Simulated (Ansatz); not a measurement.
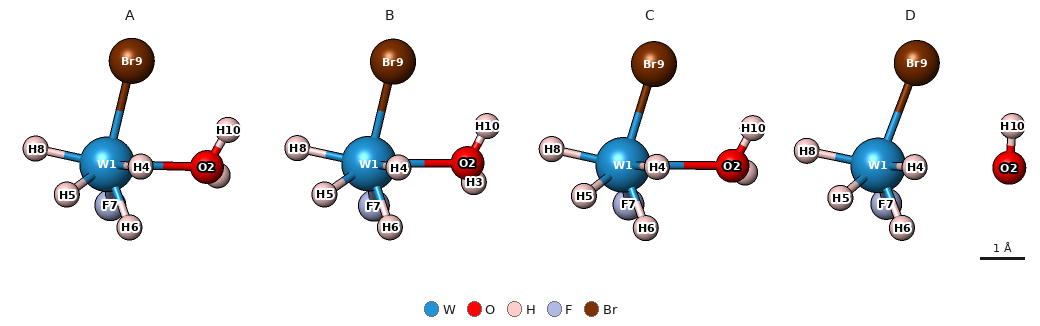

4 geometries from one relaxation of WH$_{6}$OBrF, in shuffled order. Style: ball-and-stick. Shown at a tilt.

The run prepares an end point of a later path (reaction) calculation, from a guessed geometry.

Level of theory: RKS r2SCANh-D4/def2-SVP in Ansatz 0.2.0. Set-up: no spin polarisation; force threshold 0.03 eV/Å; at most 50 steps.

Question: Put them in the order of the run, from the start to the converged end.

Answer: D, C, A, B. They are steps 0, 2, 3, 10, at +10.8 kcal/mol, +4.68 kcal/mol, +1.78 kcal/mol relative to the last. The atom that moves furthest after the best rigid fit is O2 (0.52 Å). By element the largest moves are O 0.52 Å, H 0.47 Å, Br 0.27 Å, W 0.26 Å, F 0.18 Å. Near-neighbour distances that change, for instance: W1–O2 3.123 → 2.362 Å, W1–H3 3.454 → 2.869 Å, W1–H10 3.282 → 2.935 Å, W1–Br9 2.536 → 2.468 Å. New bonds form, among them: W1–O2 (3.12 → 2.36 Å). Among the angles between lasting bonds that change: F7–W1–Br9 118.4° → 130.3°, H5–W1–Br9 123.3° → 114.7°, H8–W1–Br9 98.9° → 91.5°. The energy falls by 10.8 kcal/mol in 9 accepted moves (10 points after the start). The largest force component goes from 0.85 to 0.012 eV/Å. The line search rejected the trial step at point 6 of the run. The run took 43 s on 4 threads of Arm Neoverse V2 (shared host), peak memory 0.36 GiB.

Limits of the set-up: the start holds two separate molecules, 2.8 Å apart at their closest, whose relative position is a soft coordinate.
